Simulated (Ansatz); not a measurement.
**In4Sb5 zinc blende off sphere (In₄Sb₅H₁₆+): the relaxed shape and its frontier levels**

What does In4Sb5 zinc blende off sphere (In₄Sb₅H₁₆+) look like as a singlet, and where do its frontier electrons sit?

Method: RKS PBE0-D4/def2-TZVP; program: Ansatz 0.2.0, Gaussian basis.

Plan: relaxation at r2SCAN-D4/def2-SVP; a single point at PBE0-D4/def2-TZVP.

1 further run of the same task is left out (set aside as unsound or not needed).

**1. The system as given**

25 atoms, charge 1, spin multiplicity 1.

Atoms are counted from 1 here; the program's logs count them from 0.

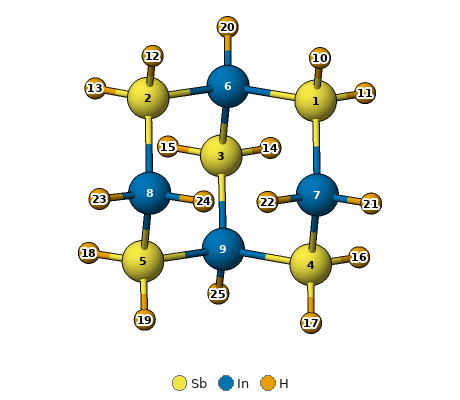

As it starts; antimony yellow, indium blue, hydrogen amber; atoms are numbered from 1 in the order of the file.

Coordinates:

```xyz
25

Sb    0.26350   -3.22770    0.00500
Sb    0.23870    0.01360   -3.23330
Sb   -2.98980    0.00870    0.00550
Sb    0.26270    0.00040    3.24820
Sb    0.24720    3.23760   -0.00720
In   -1.35270   -1.61940   -1.62440
In    1.86650   -1.62390    1.62010
In    1.87410    1.63940   -1.60490
In   -1.40240    1.59170    1.61740
H     1.24500   -4.22980   -0.98980
H    -0.70300   -4.24970    0.98740
H     1.28200   -0.98330   -4.22310
H    -0.74250    0.96830   -4.23050
H    -3.97310   -1.01150    0.98280
H    -3.97580    0.97890   -0.99450
H    -0.73330   -0.99250    4.22540
H     1.26020    1.00640    4.23790
H    -0.74700    4.24400   -1.00060
H     1.26450    4.21700    1.00680
H    -2.36660   -2.64330   -2.62930
H     2.88370   -2.62050    2.60990
H     2.86630   -0.61240    0.60840
H     2.88640    2.63600   -2.64930
H     2.88670    0.63380   -0.61990
H    -2.37850    2.63590    2.62840
```

In, Sb take a core potential in the def2 sets. No spin-orbit coupling is included. The ion is computed in the gas phase, without counter-ions or solvent.

The start is a built from a lattice or polyhedron geometry.

**2. Optimising with r2SCAN-D4/def2-SVP**

The input, in.yaml:

```yaml
crystal:
  periodic: [false, false, false]
  atoms:
    - {symbol: Sb, position_ang: [0.263500, -3.227700, 0.005000]}
    - {symbol: Sb, position_ang: [0.238700, 0.013600, -3.233300]}
    - {symbol: Sb, position_ang: [-2.989800, 0.008700, 0.005500]}
    - {symbol: Sb, position_ang: [0.262700, 0.000400, 3.248200]}
    - {symbol: Sb, position_ang: [0.247200, 3.237600, -0.007200]}
    - {symbol: In, position_ang: [-1.352700, -1.619400, -1.624400]}
    - {symbol: In, position_ang: [1.866500, -1.623900, 1.620100]}
    - {symbol: In, position_ang: [1.874100, 1.639400, -1.604900]}
    - {symbol: In, position_ang: [-1.402400, 1.591700, 1.617400]}
    - {symbol: H, position_ang: [1.245000, -4.229800, -0.989800]}
    - {symbol: H, position_ang: [-0.703000, -4.249700, 0.987400]}
    - {symbol: H, position_ang: [1.282000, -0.983300, -4.223100]}
    - {symbol: H, position_ang: [-0.742500, 0.968300, -4.230500]}
    - {symbol: H, position_ang: [-3.973100, -1.011500, 0.982800]}
    - {symbol: H, position_ang: [-3.975800, 0.978900, -0.994500]}
    - {symbol: H, position_ang: [-0.733300, -0.992500, 4.225400]}
    - {symbol: H, position_ang: [1.260200, 1.006400, 4.237900]}
    - {symbol: H, position_ang: [-0.747000, 4.244000, -1.000600]}
    - {symbol: H, position_ang: [1.264500, 4.217000, 1.006800]}
    - {symbol: H, position_ang: [-2.366600, -2.643300, -2.629300]}
    - {symbol: H, position_ang: [2.883700, -2.620500, 2.609900]}
    - {symbol: H, position_ang: [2.866300, -0.612400, 0.608400]}
    - {symbol: H, position_ang: [2.886400, 2.636000, -2.649300]}
    - {symbol: H, position_ang: [2.886700, 0.633800, -0.619900]}
    - {symbol: H, position_ang: [-2.378500, 2.635900, 2.628400]}
basis:
  gaussian: {orbitals: def2-SVP}
total_charge: 1
hamiltonian: {xc: r2scan, dispersion: d4}
scf: {lower_state_search: "off"}
output: {orbitals: {seedname: orbitals}}
relax: {f_tol: 0.03, max_steps: 70}
```

Command:

```
$ ansatz run in.yaml --threads 2 --pin off --events-out ev --progress --plain --max-ram 32768MiB --backend cuda --devices 0, --max-vram 18GiB
```

Output:

```text
Functional definition: r2SCAN
  name "r2SCAN"
  cite "Furness, Kaplan, Ning, Perdew & Sun, J. Phys. Chem. Lett. 11, 8208 (2020) doi:10.1021/acs.jpclett.0c02405"
  cite "Furness, Kaplan, Ning, Perdew & Sun, J. Phys. Chem. Lett. 11, 9248 (2020) doi:10.1021/acs.jpclett.0c03077"
  parent r2scan
  parameter k0 = 0.174
  parameter k1 = 0.065
  parameter a1 = 4.9479
  exchange = r2scan_x(k0 = k0, k1 = k1, a1 = a1)
  correlation = r2scan_c
these checks for a lower state are left out or cut short: stability, starts, cluster_reference, orbital_swaps, neighbouring_geometries, increment
3772 factors; their error is unknown
mean field evaluation 1: about -53654.9408 eV, gradient 2.4e1 eV
mean field evaluation 2: about -53654.5710 eV, gradient 2.4e1 eV
mean field evaluation 4: about -53657.3699 eV, gradient 2.2e0 eV
mean field evaluation 8: about -53657.3980 eV, gradient 8.7e-2 eV
mean field evaluation 16: about -53657.3610 eV, gradient 6.2e-5 eV
mean field -53657.36103176 eV, -1971.8716476515 hartree, gradient 5.4e-6 eV, S^2 0.000000; 0 other end points of the search recorded, 0 dependent functions left out
the calculation of the forces begins
reference -53657.36106141 eV, -1971.8716487411 hartree; 107, 107 occupied and 207, 207 virtual orbitals, 3772 factors
relax step   1: F+E_penalty+E_count = -53657.70263995 eV  Δ(F+E_penalty+E_count) = +0.000e0 eV  max|allowed force component| = 1.655e0 eV/Å  Δτ_max = 0.0000 Å  (17 SCF iters, accepted)
these checks for a lower state are left out or cut short: stability, starts, cluster_reference, orbital_swaps, neighbouring_geometries, increment
3772 factors; their error is unknown
mean field -53658.62456936 eV, -1971.9180818020 hartree, gradient 2.8e-6 eV, S^2 0.000000; 0 other end points of the search recorded, 0 dependent functions left out
the calculation of the forces begins
reference -53658.62459914 eV, -1971.9180828963 hartree; 107, 107 occupied and 207, 207 virtual orbitals, 3772 factors
relax step   2: F+E_penalty+E_count = -53658.96524276 eV  Δ(F+E_penalty+E_count) = -1.263e0 eV  max|allowed force component| = 5.117e-1 eV/Å  Δτ_max = 0.1957 Å  (24 SCF iters, accepted)
these checks for a lower state are left out or cut short: stability, starts, cluster_reference, orbital_swaps, neighbouring_geometries, increment
3772 factors; their error is unknown
mean field evaluation 32: about -53659.0492 eV, gradient 3.1e-1 eV
mean field -53659.05002835 eV, -1971.9337171315 hartree, gradient 1.2e-6 eV, S^2 0.000000; 0 other end points of the search recorded, 0 dependent functions left out
the calculation of the forces begins
reference -53659.05005761 eV, -1971.9337182068 hartree; 107, 107 occupied and 207, 207 virtual orbitals, 3772 factors
relax step   3: F+E_penalty+E_count = -53659.39006700 eV  Δ(F+E_penalty+E_count) = -4.248e-1 eV  max|allowed force component| = 3.181e-1 eV/Å  Δτ_max = 0.2000 Å  (18 SCF iters, accepted)
these checks for a lower state are left out or cut short: stability, starts, cluster_reference, orbital_swaps, neighbouring_geometries, increment
3772 factors; their error is unknown
mean field -53659.17431575 eV, -1971.9382846093 hartree, gradient 1.6e-6 eV, S^2 0.000000; 0 other end points of the search recorded, 0 dependent functions left out
the calculation of the forces begins
reference -53659.17434507 eV, -1971.9382856866 hartree; 107, 107 occupied and 207, 207 virtual orbitals, 3772 factors
relax step   4: F+E_penalty+E_count = -53659.51179789 eV  Δ(F+E_penalty+E_count) = -1.217e-1 eV  max|allowed force component| = 1.527e-1 eV/Å  Δτ_max = 0.1903 Å  (18 SCF iters, accepted)
these checks for a lower state are left out or cut short: stability, starts, cluster_reference, orbital_swaps, neighbouring_geometries, increment
3772 factors; their error is unknown
mean field -53659.22624574 eV, -1971.9401930010 hartree, gradient 1.8e-6 eV, S^2 0.000000; 0 other end points of the search recorded, 0 dependent functions left out
the calculation of the forces begins
reference -53659.22627503 eV, -1971.9401940776 hartree; 107, 107 occupied and 207, 207 virtual orbitals, 3772 factors
relax step   5: F+E_penalty+E_count = -53659.56177492 eV  Δ(F+E_penalty+E_count) = -4.998e-2 eV  max|allowed force component| = 8.884e-2 eV/Å  Δτ_max = 0.1950 Å  (18 SCF iters, accepted)
these checks for a lower state are left out or cut short: stability, starts, cluster_reference, orbital_swaps, neighbouring_geometries, increment
3772 factors; their error is unknown
mean field -53659.26164563 eV, -1971.9414939232 hartree, gradient 1.4e-6 eV, S^2 0.000000; 0 other end points of the search recorded, 0 dependent functions left out
the calculation of the forces begins
reference -53659.26167498 eV, -1971.9414950017 hartree; 107, 107 occupied and 207, 207 virtual orbitals, 3772 factors
relax step   6: F+E_penalty+E_count = -53659.59660663 eV  Δ(F+E_penalty+E_count) = -3.483e-2 eV  max|allowed force component| = 6.208e-2 eV/Å  Δτ_max = 0.2000 Å  (18 SCF iters, accepted)
these checks for a lower state are left out or cut short: stability, starts, cluster_reference, orbital_swaps, neighbouring_geometries, increment
3772 factors; their error is unknown
mean field evaluation 64: about -53659.2755 eV, gradient 1.1e-6 eV
mean field -53659.27545318 eV, -1971.9420013411 hartree, gradient 1.1e-6 eV, S^2 0.000000; 0 other end points of the search recorded, 0 dependent functions left out
the calculation of the forces begins
reference -53659.27548282 eV, -1971.9420024305 hartree; 107, 107 occupied and 207, 207 virtual orbitals, 3772 factors
relax step   7: F+E_penalty+E_count = -53659.60895970 eV  Δ(F+E_penalty+E_count) = -1.235e-2 eV  max|allowed force component| = 5.881e-2 eV/Å  Δτ_max = 0.1570 Å  (18 SCF iters, accepted)
these checks for a lower state are left out or cut short: stability, starts, cluster_reference, orbital_swaps, neighbouring_geometries, increment
3772 factors; their error is unknown
mean field -53659.27966427 eV, -1971.9421560958 hartree, gradient 1.0e-6 eV, S^2 0.000000; 0 other end points of the search recorded, 0 dependent functions left out
the calculation of the forces begins
reference -53659.27969400 eV, -1971.9421571885 hartree; 107, 107 occupied and 207, 207 virtual orbitals, 3772 factors
relax step   8: F+E_penalty+E_count = -53659.61268190 eV  Δ(F+E_penalty+E_count) = -3.722e-3 eV  max|allowed force component| = 3.549e-2 eV/Å  Δτ_max = 0.0556 Å  (18 SCF iters, accepted)
these checks for a lower state are left out or cut short: stability, starts, cluster_reference, orbital_swaps, neighbouring_geometries, increment
3772 factors; their error is unknown
mean field -53659.28338745 eV, -1971.9422929203 hartree, gradient 1.2e-6 eV, S^2 0.000000; 0 other end points of the search recorded, 0 dependent functions left out
the calculation of the forces begins
reference -53659.28341727 eV, -1971.9422940161 hartree; 107, 107 occupied and 207, 207 virtual orbitals, 3772 factors
relax step   9: F+E_penalty+E_count = -53659.61582590 eV  Δ(F+E_penalty+E_count) = -3.144e-3 eV  max|allowed force component| = 1.022e-2 eV/Å  Δτ_max = 0.0577 Å  (19 SCF iters, accepted)
these checks for a lower state are left out or cut short: stability, starts, cluster_reference, orbital_swaps, neighbouring_geometries, increment
3772 factors; their error is unknown
mean field -53659.28559383 eV, -1971.9423740032 hartree, gradient 8.8e-7 eV, S^2 0.000000; 0 other end points of the search recorded, 0 dependent functions left out
the calculation of the forces begins
reference -53659.28562381 eV, -1971.9423751048 hartree; 107, 107 occupied and 207, 207 virtual orbitals, 3772 factors
relax step  10: F+E_penalty+E_count = -53659.61698615 eV  Δ(F+E_penalty+E_count) = -1.160e-3 eV  max|allowed force component| = 1.549e-2 eV/Å  Δτ_max = 0.0734 Å  (19 SCF iters, accepted)
these checks for a lower state are left out or cut short: stability, starts, cluster_reference, orbital_swaps, neighbouring_geometries, increment
3772 factors; their error is unknown
mean field -53659.28640443 eV, -1971.9424037923 hartree, gradient 9.7e-7 eV, S^2 0.000000; 0 other end points of the search recorded, 0 dependent functions left out
the calculation of the forces begins
reference -53659.28643450 eV, -1971.9424048973 hartree; 107, 107 occupied and 207, 207 virtual orbitals, 3772 factors
relax step  11: F+E_penalty+E_count = -53659.61728122 eV  Δ(F+E_penalty+E_count) = -2.951e-4 eV  max|allowed force component| = 1.820e-2 eV/Å  Δτ_max = 0.0338 Å  (20 SCF iters, accepted)
Total energy: -53659.61731129 eV, -1971.9545643949 hartree
Atom 0 at     0.311950    -3.104611     0.053393 Å, force    -0.010720    -0.001098     0.008938 eV/Å
Atom 1 at     0.306886     0.052290    -3.103245 Å, force    -0.009027     0.007932     0.001288 eV/Å
Atom 2 at    -2.774547    -0.006379    -0.002731 Å, force     0.000632    -0.000764     0.001337 eV/Å
Atom 3 at     0.304800    -0.053620     3.102563 Å, force    -0.010489    -0.009541     0.000001 eV/Å
Atom 4 at     0.298844     3.104614    -0.052272 Å, force    -0.009179    -0.000617    -0.007537 eV/Å
Atom 5 at    -1.422424    -1.802418    -1.797819 Å, force     0.018204    -0.000316    -0.006078 eV/Å
Atom 6 at     2.198156    -2.023446     2.026886 Å, force     0.009609    -0.006474     0.009493 eV/Å
Atom 7 at     2.187650     2.036476    -2.030896 Å, force     0.005705     0.010042    -0.011085 eV/Å
Atom 8 at    -1.431891     1.793041     1.796109 Å, force     0.017825     0.003596     0.003262 eV/Å
Atom 9 at     1.131168    -4.226195    -0.924818 Å, force     0.001716     0.001997     0.000349 eV/Å
Atom 10 at    -0.715452    -4.234627     0.798990 Å, force     0.002037    -0.000434    -0.002727 eV/Å
Atom 11 at     1.128733    -0.924849    -4.223926 Å, force     0.001395     0.000346     0.002469 eV/Å
Atom 12 at    -0.723347     0.792771    -4.234110 Å, force     0.002176    -0.002837     0.000292 eV/Å
Atom 13 at    -3.901802    -0.905117     0.893800 Å, force    -0.001330    -0.000826     0.000794 eV/Å
Atom 14 at    -3.901553     0.889740    -0.902184 Å, force    -0.000981     0.000810    -0.001009 eV/Å
Atom 15 at    -0.722716    -0.802403     4.230380 Å, force     0.001303     0.003591     0.000357 eV/Å
Atom 16 at     1.118955     0.926698     4.226037 Å, force     0.001621    -0.000605    -0.002387 eV/Å
Atom 17 at    -0.730852     4.235786    -0.792923 Å, force     0.002019    -0.000306     0.002577 eV/Å
Atom 18 at     1.116443     4.223967     0.929915 Å, force     0.001715    -0.002127    -0.000498 eV/Å
Atom 19 at    -2.462158    -2.765937    -2.763484 Å, force    -0.002545     0.000254     0.002578 eV/Å
Atom 20 at     2.320267    -3.227288     3.232741 Å, force    -0.002253     0.013073    -0.014186 eV/Å
Atom 21 at     3.253820    -1.069409     1.075444 Å, force    -0.007828    -0.006987     0.005735 eV/Å
Atom 22 at     2.291920     3.241404    -3.237191 Å, force    -0.000164    -0.011461     0.011933 eV/Å
Atom 23 at     3.256812     1.093956    -1.083659 Å, force    -0.008593     0.004281    -0.004659 eV/Å
Atom 24 at    -2.476862     2.753256     2.759402 Å, force    -0.002850    -0.001530    -0.001238 eV/Å
Dipole moment:    -0.150332    -0.002298     0.001183 e Å
Checks for a lower state left out: stability, starts, cluster_reference, orbital_swaps, neighbouring_geometries, increment
```

Wall time 1.7 min (1 × H100 (card shared with other runs) with 2 threads of AMD EPYC 7R13, shared host); peak host memory 1.3 GiB.

Along the way:

```csv
step,energy from step 1 (eV),largest force component (eV/Å)
1,0.0000,1.6552
2,-1.2626,0.5117
3,-1.6874,0.3181
4,-1.8092,0.1527
5,-1.8591,0.0888
6,-1.8940,0.0621
7,-1.9063,0.0588
8,-1.9100,0.0355
9,-1.9132,0.0102
10,-1.9143,0.0155
11,-1.9146,0.0182
```

The force was under the threshold of 0.03 eV/Å already at step 9, but the program went on to step 11.

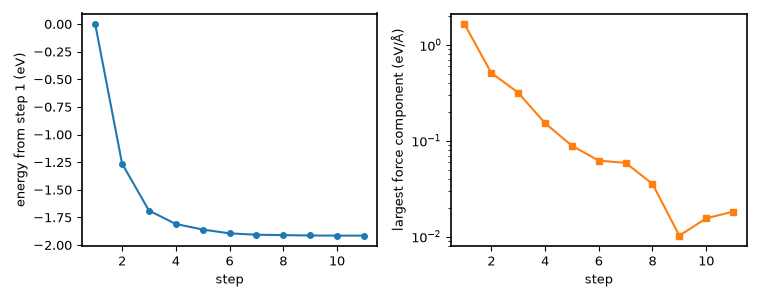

Energy and force, step by step.

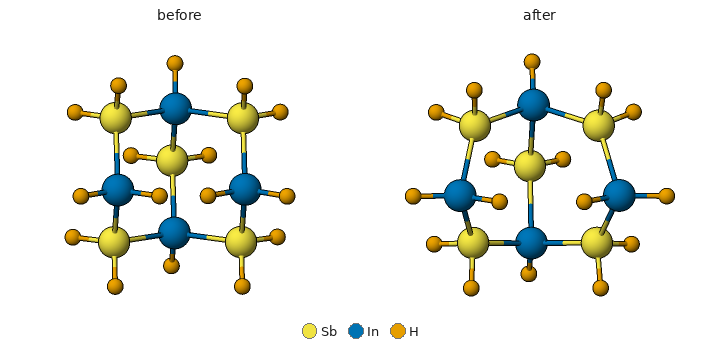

Before and after, at one scale.

Close pairs (by a distance rule), those that changed most:

```csv
bond,before (Å),after (Å),change (Å)
Sb1–In7,2.784,2.936,+0.152
Sb5–In8,2.785,2.937,+0.152
Sb4–In7,2.804,2.936,+0.133
Sb3–In9,2.761,2.877,+0.116
Sb2–In8,2.823,2.937,+0.114
Sb2–In6,2.791,2.852,+0.061
In8–H23,1.763,1.708,-0.055
Sb2–H12,1.750,1.699,-0.051
```

Bonds by kind at the end (by distance):

```csv
bond,count,shortest (Å),longest (Å)
In–Sb,10,2.851,2.937
H–Sb,10,1.698,1.700
H–In,6,1.708,1.715
```

**3. Single point, PBE0-D4/def2-TZVP**

start.molden holds the orbitals of an earlier run on this state, given as this run's starting guess.

The input, in.yaml:

```yaml
crystal:
  periodic: [false, false, false]
  atoms:
    - {symbol: Sb, position_ang: [0.311950, -3.104611, 0.053393]}
    - {symbol: Sb, position_ang: [0.306886, 0.052290, -3.103245]}
    - {symbol: Sb, position_ang: [-2.774547, -0.006379, -0.002731]}
    - {symbol: Sb, position_ang: [0.304800, -0.053620, 3.102563]}
    - {symbol: Sb, position_ang: [0.298844, 3.104614, -0.052272]}
    - {symbol: In, position_ang: [-1.422424, -1.802418, -1.797819]}
    - {symbol: In, position_ang: [2.198156, -2.023446, 2.026886]}
    - {symbol: In, position_ang: [2.187650, 2.036476, -2.030896]}
    - {symbol: In, position_ang: [-1.431891, 1.793041, 1.796109]}
    - {symbol: H, position_ang: [1.131168, -4.226195, -0.924818]}
    - {symbol: H, position_ang: [-0.715452, -4.234627, 0.798990]}
    - {symbol: H, position_ang: [1.128733, -0.924849, -4.223926]}
    - {symbol: H, position_ang: [-0.723347, 0.792771, -4.234110]}
    - {symbol: H, position_ang: [-3.901802, -0.905117, 0.893800]}
    - {symbol: H, position_ang: [-3.901553, 0.889740, -0.902184]}
    - {symbol: H, position_ang: [-0.722716, -0.802403, 4.230380]}
    - {symbol: H, position_ang: [1.118955, 0.926698, 4.226037]}
    - {symbol: H, position_ang: [-0.730852, 4.235786, -0.792923]}
    - {symbol: H, position_ang: [1.116443, 4.223967, 0.929915]}
    - {symbol: H, position_ang: [-2.462158, -2.765937, -2.763484]}
    - {symbol: H, position_ang: [2.320267, -3.227288, 3.232741]}
    - {symbol: H, position_ang: [3.253820, -1.069409, 1.075444]}
    - {symbol: H, position_ang: [2.291920, 3.241404, -3.237191]}
    - {symbol: H, position_ang: [3.256812, 1.093956, -1.083659]}
    - {symbol: H, position_ang: [-2.476862, 2.753256, 2.759402]}
basis:
  gaussian: {orbitals: def2-TZVP, fitting: {mean_field: def2-universal-jkfit}, initial_orbitals: start.molden}
total_charge: 1
hamiltonian: {xc: pbe0, dispersion: d4}
scf: {omitted_lower_state_checks: [starts]}
output: {forces: true, orbitals: {seedname: orbitals}}
```

Launched as before.

Output, shortened:

```text
Functional definition: PBE0
  name "PBE0"
  cite "Adamo & Barone, J. Chem. Phys. 110, 6158 (1999) doi:10.1063/1.478522"
  cite "Perdew, Burke & Ernzerhof, Phys. Rev. Lett. 77, 3865 (1996) doi:10.1103/PhysRevLett.77.3865"
  parent pbe
[...]
2250 factors; integrals over basis functions are off by at most 6.9e-1 eV
[...]
mean field -53641.59476224 eV, -1971.2922479336 hartree, gradient 3.8e-5 eV, S^2 0.000000; 0 other end points of the search recorded, 0 dependent functions left out
[...]
reference -53641.59484924 eV, -1971.2922511306 hartree; 107, 107 occupied and 439, 439 virtual orbitals, 2250 factors
Total energy: -53642.74601493 eV, -1971.3345556897 hartree
Atom 0 at     0.311950    -3.104611     0.053393 Å, force    -0.063892    -0.120447    -0.032127 eV/Å
Atom 1 at     0.306886     0.052290    -3.103245 Å, force    -0.062149    -0.033215    -0.118419 eV/Å
[...]
Atom 16 at     1.118955     0.926698     4.226037 Å, force    -0.053564    -0.072923    -0.106319 eV/Å
Atom 17 at    -0.730852     4.235786    -0.792923 Å, force     0.079526    -0.107596     0.052916 eV/Å
Atom 18 at     1.116443     4.223967     0.929915 Å, force    -0.053720    -0.105753    -0.073009 eV/Å
Atom 19 at    -2.462158    -2.765937    -2.763484 Å, force     0.051313     0.050577     0.052941 eV/Å
Atom 20 at     2.320267    -3.227288     3.232741 Å, force    -0.012699     0.068924    -0.070115 eV/Å
Atom 21 at     3.253820    -1.069409     1.075444 Å, force    -0.058570    -0.043008     0.041590 eV/Å
Atom 22 at     2.291920     3.241404    -3.237191 Å, force    -0.009914    -0.067410     0.067882 eV/Å
Atom 23 at     3.256812     1.093956    -1.083659 Å, force    -0.059653     0.039778    -0.040294 eV/Å
Atom 24 at    -2.476862     2.753256     2.759402 Å, force     0.051264    -0.051634    -0.051507 eV/Å
Dipole moment:    -0.117141    -0.002222     0.001135 e Å
Checks for a lower state left out: starts
```

It took 15 s on 1 × H100 (card shared with other runs) with 2 threads of AMD EPYC 7R13, shared host; peak host memory 1.3 GiB.

HOMO -10.15 eV, LUMO -4.76 eV.

Mulliken charges, from this run's orbitals:

Sb1 -0.12; Sb2 -0.12; Sb3 -0.12; Sb4 -0.12; Sb5 -0.12; In6 0.31; In7 0.26; In8 0.26; In9 0.31; H10 0.06; H11 0.06; H12 0.06; H13 0.06; H14 0.06; H15 0.06; H16 0.06; H17 0.06; H18 0.06; H19 0.06; H20 -0.02; H21 -0.02; H22 -0.04; H23 -0.02; H24 -0.04; H25 -0.02

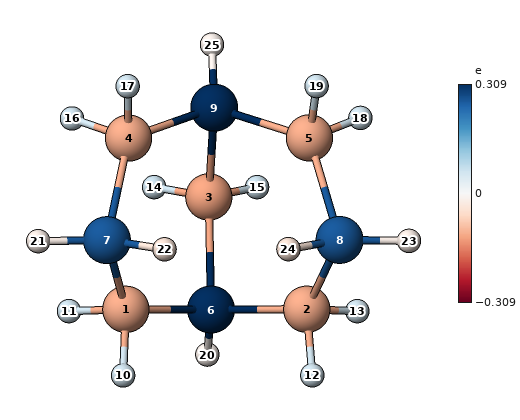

Mulliken charges, from this run's orbitals, as colours on the atoms.

Largest Mayer bond orders: Sb2–H12 0.94; Sb2–H13 0.94; Sb4–H17 0.94; Sb5–H19 0.94; Sb1–H10 0.94; Sb1–H11 0.94; Sb4–H16 0.94; Sb5–H18 0.94; Sb3–H14 0.93; Sb3–H15 0.93.

**4. Outcome**

```
                       quantity                             value
                    point group                               C2v
 commonest bond, hydrogen aside  In–Sb, 10 of mean length 2.891 Å
HOMO, LUMO at PBE0-D4/def2-TZVP                  -10.15, -4.76 eV
```

**Reading.** The molecule keeps its bonding pattern by the stored test; the atoms moved 0.44 Å (rms), and the angle H21–In7–H22 went from 109° to 138°. No usable vibrations, so a minimum isn't proven. Whether this spin is the lowest isn't tested here.
